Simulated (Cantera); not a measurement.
Feed: 1 mol PH3, 0.062 mol H2, held at 0.133 bar.

These are equilibrium values from Cantera (NASA tables, ideal gas, pure condensed phases), not measurements of a reactor. Candidate condensed phases: P; 7 gas species. Kinetics and transport are ignored.

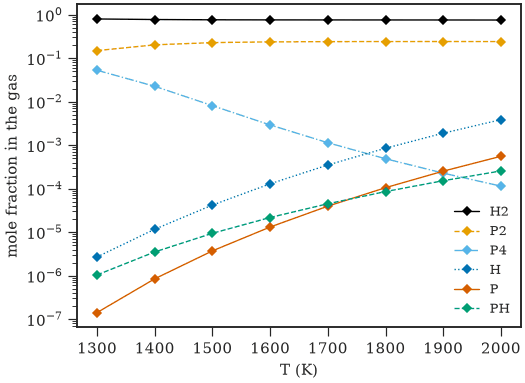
Figure. Equilibrium gas composition (values under 1e-9 drawn at 1e-9)

From 1300 K to 2000 K nothing is condensed. The main P-bearing gas is P2 throughout.
